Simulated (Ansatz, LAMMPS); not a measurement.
**A frame of aqueous Ca2+ and TFSI-, 2.6 mol of salt per kg of water from 280 K (188 atoms): where an added charge goes**

Does an extra electron or hole in a frame of aqueous Ca2+ and TFSI-, 2.6 mol of salt per kg of water from 280 K (188 atoms) stay spread out, or do the atoms trap it?

Program: Ansatz 0.2.0. Level of theory: Kohn-Sham DFT, PBE+D4, PAW (set soft_2), plane waves. Results are calculated unless marked as measured.

### 1. Set-up

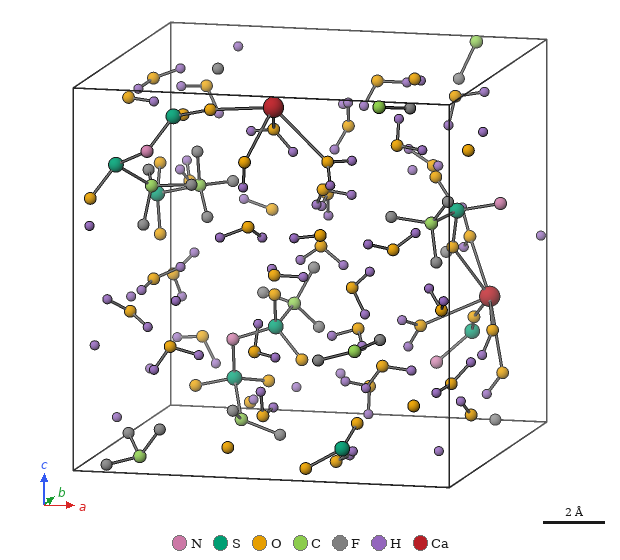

The cell as given, slightly off an axis (nitrogen pink, sulfur teal, oxygen orange, carbon green, fluorine grey, hydrogen purple, calcium red). Bonds to atoms that aren't drawn are left out. Some periodic images of atoms are drawn too.

The cell holds 188 atoms: 4 N, 8 S, 58 O, 8 C, 24 F, 84 H and 2 Ca. Its edges and angles: a = 12.906 Å, b = 12.906 Å, c = 12.906 Å, α = 90.0°, β = 90.0°, γ = 90.0°. 42 H2O, 2 Ca2+, 4 TFSI- placed at random, at 1.51 g/cm³; overlaps pushed apart, then 10 ps at 420 K with divalent ions of Li, Roberts, Chakravorty and Merz (J. Chem. Theory Comput. 9, 2733 (2013)); MMFF94 bonds, angles, torsions, charges and radii (Halgren, J. Comput. Chem. 17, 490 (1996)) in harmonic and 12-6 forms; SPC/E water (Berendsen, Grigera and Straatsma, J. Phys. Chem. 91, 6269 (1987)). Snapshot after 20 ps at 280 K and fixed volume.

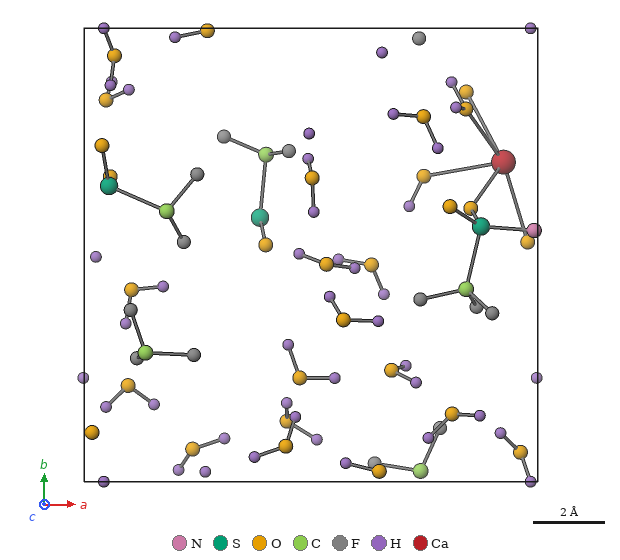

A slice 6 Å thick through the middle of the cell. Bonds to atoms that aren't drawn are left out.

Limits known from the start: The network of contacts between molecules at the start is that of the classical potential that made the cell, and needn't be the one that DFT or experiment would give. Sampling is at Γ alone, for a cell whose shortest periodic width is 13 Å. The liquid is relaxed first, so the results are those of a frozen frame at zero temperature.

### 2. Single point at the start

A single point comes first, to see the forces before anything moves.

Contents of input.yaml:

```yaml
crystal:
  lattice:
    - [12.90586, 0.0, 0.0]
    - [0.0, 12.90586, 0.0]
    - [0.0, 0.0, 12.90586]
  atoms:
    - { symbol: "N", position: [0.72475, 0.93233, 0.15575] }
    - { symbol: S, position: [0.70778, 0.02779, 0.08374] }
    - { symbol: O, position: [0.72136, 0.12939, 0.13324] }
    - { symbol: O, position: [0.61073, 0.02829, 0.02779] }
    - { symbol: C, position: [0.81359, 0.99764, 0.9861] }
    - { symbol: F, position: [0.88424, 0.91877, 0.0149] }
    - { symbol: F, position: [0.87422, 0.08229, 0.97134] }
    - { symbol: F, position: [0.77421, 0.96905, 0.89238] }
    - { symbol: S, position: [0.81348, 0.9547, 0.23704] }
    - { symbol: O, position: [0.8428, 0.85918, 0.29196] }
    - { symbol: O, position: [0.90083, 0.01595, 0.20617] }
    - { symbol: C, position: [0.74193, 0.02327, 0.34061] }
    - { symbol: F, position: [0.64074, 0.0399, 0.30937] }
    - { symbol: F, position: [0.73872, 0.97738, 0.43695] }
    - { symbol: F, position: [0.78486, 0.118, 0.35574] }
    - { symbol: "N", position: [0.9925, 0.55369, 0.64723] }
    - { symbol: S, position: [0.87514, 0.56266, 0.62188] }
    - { symbol: O, position: [0.85265, 0.60256, 0.51902] }
    - { symbol: O, position: [0.80694, 0.60647, 0.69934] }
    - { symbol: C, position: [0.8424, 0.4243, 0.61079] }
    - { symbol: F, position: [0.74153, 0.40171, 0.62703] }
    - { symbol: F, position: [0.89993, 0.37115, 0.67876] }
    - { symbol: F, position: [0.86544, 0.38545, 0.51616] }
    - { symbol: S, position: [0.05476, 0.65192, 0.61498] }
    - { symbol: O, position: [0.05735, 0.67237, 0.50567] }
    - { symbol: O, position: [0.0392, 0.7412, 0.67912] }
    - { symbol: C, position: [0.18207, 0.59624, 0.65172] }
    - { symbol: F, position: [0.18674, 0.55303, 0.74708] }
    - { symbol: F, position: [0.21967, 0.52833, 0.58203] }
    - { symbol: F, position: [0.24939, 0.67761, 0.65162] }
    - { symbol: "N", position: [0.16614, 0.1159, 0.82196] }
    - { symbol: S, position: [0.2168, 0.19121, 0.90268] }
    [... 150 atom lines left out ...]
    - { symbol: H, position: [0.70936, 0.70052, 0.23578] }
    - { symbol: O, position: [0.24023, 0.88969, 0.0371] }
    - { symbol: H, position: [0.2093, 0.88621, 0.96614] }
    - { symbol: H, position: [0.26718, 0.81982, 0.05698] }
    - { symbol: Ca, position: [0.92476, 0.70456, 0.37568] }
    - { symbol: Ca, position: [0.49585, 0.14039, 0.94707] }
kpoints:
  mp_grid: { grid: [1, 1, 1] }
hamiltonian:
  xc: pbe
  dispersion: d4
scf:
  occupations: { method: fermi_dirac, width: 0.025 }
output:
  forces: true
```

Run with:

```console
ansatz run input.yaml --threads 4 --pin off --max-ram 8192MiB --backend cpu --events-out ev --progress --plain --runs-dir out
```

Numbers of over 12 decimals in the logs are rounded to 6 here.

Output:

```text
Engine: ansatz 0.2.0, aarch64-unknown-linux-gnu
Pseudopotentials: kind: paw
Pseudopotential: N, paw, valence charge 5, recommended cutoff 420 eV (normal), N.paw.azcp
Pseudopotential: S, paw, valence charge 6, recommended cutoff 420 eV (normal), S.paw.azcp
Pseudopotential: O, paw, valence charge 6, recommended cutoff 420 eV (normal), O.paw.azcp
Pseudopotential: C, paw, valence charge 4, recommended cutoff 420 eV (normal), C.paw.azcp
Pseudopotential: F, paw, valence charge 7, recommended cutoff 420 eV (normal), F.paw.azcp
Pseudopotential: H, paw, valence charge 1, recommended cutoff 420 eV (normal), H.paw.azcp
Pseudopotential: Ca, paw, valence charge 10, recommended cutoff 420 eV (normal), Ca.paw.azcp
Functional definition: PBE
  parameter kappa = 0.804
  parameter beta = 0.066725
  exchange = pbe_x(kappa = kappa, mu = beta*pi^2/3)
  correlation = pbe_c(beta = beta)
Crystal: 188 atoms, lattice volume = 2149.616 Å³
Basis set: ecut = 420 eV, 42115 PW (Γ), exchange–correlation on 180×180×180 points (8 copies of the dense FFT grid, shifted against one another)
Bands: 548, of which v1, the nominal top of the filled ones, is band 360 counted from 1 (359 counted from 0)
Symmetry: 1 space group operations
Space group: P1 (ITA 1), of the structure as read, at distance tolerance 1.3e-4 Å
k-points: 1
Non-local potential: N, projectors of the file, l = 0: 2, l = 1: 2, l = 2: 1
Non-local potential: S, projectors of the file, l = 0: 2, l = 1: 2, l = 2: 2
Non-local potential: O, projectors of the file, l = 0: 2, l = 1: 2, l = 2: 1
Non-local potential: C, projectors of the file, l = 0: 2, l = 1: 2, l = 2: 1
Non-local potential: F, projectors of the file, l = 0: 2, l = 1: 2, l = 2: 1
Non-local potential: H, projectors of the file, l = 0: 2, l = 1: 1
Non-local potential: Ca, projectors of the file, l = 0: 3, l = 1: 2, l = 2: 2
PAW form: soft (Blöchl's): semilocal exchange-correlation on the pseudo side does not see the compensation charge
PAW one-centre angular grid: N, 110 points (default); XC on 64 Gauss nodes
PAW one-centre angular grid: S, 110 points (default); XC on 64 Gauss nodes
PAW one-centre angular grid: O, 110 points (default); XC on 64 Gauss nodes
PAW one-centre angular grid: C, 110 points (default); XC on 64 Gauss nodes
PAW one-centre angular grid: F, 110 points (default); XC on 64 Gauss nodes
PAW one-centre angular grid: H, 110 points (default); XC on 64 Gauss nodes
PAW one-centre angular grid: Ca, 110 points (default); XC on 64 Gauss nodes
Initial density: superposition of atomic densities (neutral atoms: chi_scale 0, normalization atom), corrected by the library's trained network
Initial wavefunctions: pseudopotential atomic-orbital guess
Functional: x = pbe(κ = 0.804, μ = 0.219515), c = pbe(β = 0.066725)
SCF iter   1: F=—  HF=-68036.468284 eV  |F-HF|=—  |Δ(HF+E_count)|=         —  Δρ=5.27e-3  dr2=8.29e-1  ethr=1.77e-3  ⟨swp⟩=7.0  Hψ=2587  notcnv=0  defer=145
preconditioner: auto → Resta (q_TF=auto, 2.274 Å⁻¹)  ε∞=2.5  [insulator: Δε(μ)=4.496 eV  Ē_g=17.465 eV  σ=0.025 eV  W_gap=1.00  n_scr=436 (ndim 8)  ℏωp=21.1 eV  f_vac=0.293  D(μ)=0.00/eV (n_scr^D=0)  ε∞_Penn≈2.5]
SCF iter   2: F=—  HF=-68036.191954 eV  |F-HF|=—  |Δ(HF+E_count)|=   2.76e-1  Δρ=2.70e-3  dr2=1.68e-1  ethr=1.15e-4  ⟨swp⟩=3.0  Hψ=813  notcnv=0  defer=184
SCF iter   3: F=—  HF=-68036.151925 eV  |F-HF|=—  |Δ(HF+E_count)|=   4.00e-2  Δρ=1.21e-3  dr2=5.20e-2  ethr=2.34e-5  ⟨swp⟩=2.0  Hψ=659  notcnv=0  defer=53
automatic band count: iteration 3 solves 417 bands in place of 548: the levels show a gap, and the empty bands left out lie too high to hold charge; the band table lists the bands solved (type scf.n_extra_bands for more)
SCF iter   4: F=—  HF=-68036.135589 eV  |F-HF|=—  |Δ(HF+E_count)|=   1.63e-2  Δρ=4.70e-4  dr2=6.22e-3  ethr=7.22e-6  ⟨swp⟩=2.0  Hψ=687  notcnv=0  defer=53
SCF iter   5: F=—  HF=-68036.134426 eV  |F-HF|=—  |Δ(HF+E_count)|=   1.16e-3  Δρ=2.96e-4  dr2=1.85e-3  ethr=8.64e-7  ⟨swp⟩=3.0  Hψ=812  notcnv=0  defer=53
SCF iter   6: F=—  HF=-68036.134077 eV  |F-HF|=—  |Δ(HF+E_count)|=   3.49e-4  Δρ=9.79e-5  dr2=1.92e-4  ethr=2.57e-7  ⟨swp⟩=2.0  Hψ=698  notcnv=0  defer=53
SCF iter   7: F=—  HF=-68036.134062 eV  |F-HF|=—  |Δ(HF+E_count)|=   1.42e-5  Δρ=3.54e-5  dr2=2.33e-5  ethr=2.67e-8  ⟨swp⟩=2.0  Hψ=692  notcnv=0  defer=53
SCF iter   8: F=—  HF=-68036.134701 eV  |F-HF|=—  |Δ(HF+E_count)|=   6.39e-4  Δρ=1.45e-5  dr2=4.72e-6  ethr=3.24e-9  ⟨swp⟩=3.0  Hψ=741  notcnv=0  defer=53
SCF iter   9: F=—  HF=-68036.134701 eV  |F-HF|=—  |Δ(HF+E_count)|=   2.67e-7  Δρ=6.31e-6  dr2=8.89e-7  ethr=6.55e-10  ⟨swp⟩=3.0  Hψ=698  notcnv=0  defer=53
SCF iter  10: F=-68036.134701 eV  HF=-68036.134701 eV  |F-HF|=3.21e-8  |Δ(HF+E_count)|=   9.45e-8  Δρ=2.03e-6  dr2=9.63e-8  ethr=1.39e-11  ⟨swp⟩=3.0  Hψ=1656  notcnv=0
SCF 1 converged in 10 iterations: F = -68036.134701 eV  dr2 = 9.63e-8
  greatest PAW one-centre occupation: 0.995 electrons in one spin orbital (limit 2), on the Ca atom at site 187 (counted from 0), in its partial waves of l = 0
SCF converged after 10 iterations
Free energy (F): -68036.134701 eV
Harris-Foulkes:  -68036.134701 eV  (|F-HF|=3.21e-8)
Internal energy: -68036.134701 eV  (E = F + TS)
E sigma→0 (E₀):  -68036.134701 eV
Fermi energy:    1.679429 eV
--- Per-component energies (eV) ---
  E_band       = -6968.739760
  E_kinetic    = 18977.033738
  E_local      = -72316.423397  (includes V_loc(G=0)·N_el)
  E_nonlocal   = 5419.934630
  E_hartree    = 27819.317388
  E_xc         = -8572.505878
  E_vxc        = -10644.656647  (∫ρ·V_xc dr)
  E_paw        = -21873.851324  (= ΣΔE_a)
  E_vpaw       = -4043.359210  (= ΣTr[D̂ρ^β])
  E_aug_tail   = 0.096019  (compensation charges beyond the density's cutoff)
  E_ewald      = -17480.010477
  E_disp       = -9.725401  (pairwise vdW)
  E_smearing   = -0.000000  (= −TS)
  E_closure    = 0.000000  (closes the sum)
  Σ components = -68036.134701   (vs F -68036.134701, Δ=0.00e0)
--- Forces (eV/Å), atoms counted from 1 ---
  atom   1  N     -0.22028908    -0.51409460     0.32725849
  atom   2  S     -0.58965966     1.36088761    -0.81360249
  atom   3  O      1.20936033    -0.70961257    -0.25646091
  atom   4  O      0.22126264    -1.49600174    -0.19739622
  atom   5  C      2.37042033    -0.17634366    -2.03295064
  atom   6  F     -1.72290285     1.07364376    -0.14862293
  atom   7  F     -0.99310987    -0.38467758     0.23166254
  atom   8  F      0.05646859     0.19727236     1.29429412
  atom   9  S      0.59111532    -3.83178704     2.90991602
  atom  10  O     -0.84135243     1.30999374    -1.12440952
  atom  11  O      0.52160271     1.16796425    -0.71815410
  atom  12  C     -0.68069547     2.53877643     1.42358891
  atom  13  F      0.87356407    -0.61996091     0.60035443
  atom  14  F     -0.46200105     0.47583001    -1.71304453
[...]
atom 187  Ca    -0.64668512    -0.06140635    -0.79158858
  atom 188  Ca    -0.02703745     0.55626804    -0.42246041
  max |Σ_I F_I| component: 1.08e-4 eV/Å
```

Run time: 35 s. Hardware: 4 threads of Arm Neoverse V1, shared host; peak memory 3.2 GiB.

The r.m.s. force at the start is 0.77 eV/Å.

(Continued in part 2 of 4.)

[Logs are printed without paths, hosts, clocks, repeated set-up lines and the standing remarks that a program may print on its own settings, such as how far it seeks lower states.]

[Hosts, paths, dates, database ids (printed as entryN), source tags and the programs' standing remarks are cut or masked in the printed files.]

[The MMFF94 radii named for the starting cell were scaled by 0.96; in molecules described by MMFF94, hydrogen bound to N, O or S took a small fixed 12-6 site in their place.]
